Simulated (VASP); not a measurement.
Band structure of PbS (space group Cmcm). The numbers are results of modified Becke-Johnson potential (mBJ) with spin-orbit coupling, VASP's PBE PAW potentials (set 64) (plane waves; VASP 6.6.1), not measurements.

mBJ is a potential without an energy functional, so only the levels count. The path is coarsely sampled, so an indirect gap can come out somewhat too large.

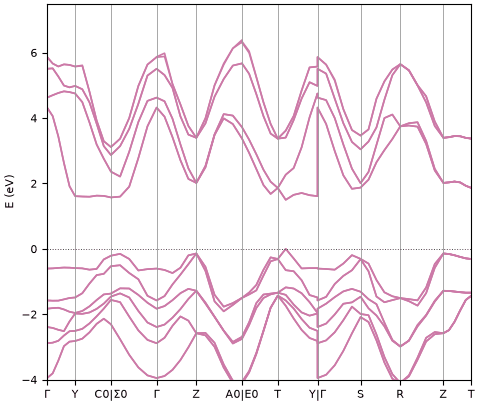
Bands along high-symmetry lines, zero at the valence-band maximum or, without a gap, the Fermi level

Q: Read the plot: is there a gap, and where are the band edges?

A: The gap is direct, 1.50 eV, from the valence maximum at T-Y at 0.20 to the conduction minimum at T-Y at 0.20.

The structure comes from a computed database's PbS entry (Cmcm); how it stands against other phases isn't given here. It was relaxed first. The cell's shape comes from a PBE relaxation.
